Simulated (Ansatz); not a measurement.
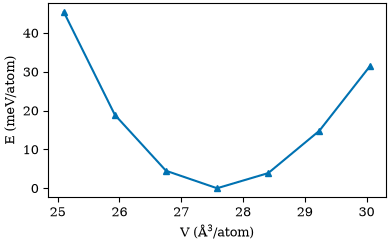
Sn (β-Sn type, I4_1/amd) under volume change, plane-wave PAW r²SCAN (Ansatz code), shape and atoms relaxed at each volume.

Q: What does a third-order Birch–Murnaghan fit give for V₀, B₀ and B′?

A: V₀ = 27.58 Å³/atom, B₀ = 53.8 GPa, B′ = 4.9.

Symmetry was held in the r²SCAN relaxation; of distortions, only those at the zone centre were tested. Scalar-relativistic: spin–orbit coupling is off unless named, which matters more the heavier the elements.

Potentials: the later of the program's two PAW sets.
